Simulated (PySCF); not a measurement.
Ge(OMe)3(NH2), SMILES C[O][Ge]([O]C)([NH2])[O]C, singlet at its GFN2-xTB optimised geometry (Å):

```
19

C      1.4087    -1.1299     1.0080
O      0.5811    -1.6802     0.0000
Ge    -1.1753    -1.6802     0.0000
N     -1.5534    -2.5774    -1.5292
O     -1.8656    -0.0553     0.0000
C     -1.7600     0.8551    -1.0785
O     -1.7815    -2.4055     1.4751
C     -2.7525    -1.8749     2.3632
H      2.4382    -1.2872     0.6822
H      1.2510    -1.6309     1.9648
H      1.2291    -0.0597     1.1357
H     -0.7686    -3.1204    -1.8630
H     -2.3624    -3.1819    -1.4775
H     -0.7416     1.2376    -1.1722
H     -2.4382     1.6802    -0.8547
H     -2.0486     0.3903    -2.0220
H     -3.6681    -2.4645     2.2820
H     -2.9762    -0.8319     2.1445
H     -2.3580    -1.9575     3.3777
```

Level of theory: B3LYP/def2-SVP (PySCF). Cells within 0.4 Å of a nucleus heavier than hydrogen are left out (blank, or x).

Map of the Laplacian of the electron density (e/bohr⁵), clipped to [-1.50, 1.50] on the plane z = 0.0 Å:

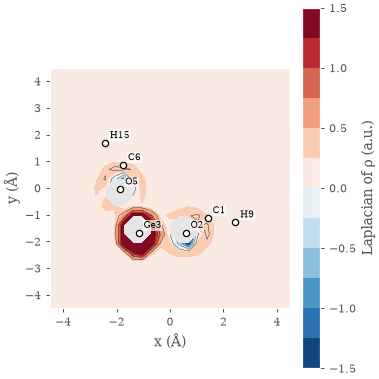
Fig. 1. Laplacian of the electron density (e/bohr⁵), clipped to [-1.50, 1.50] on the plane z = 0.0 Å.
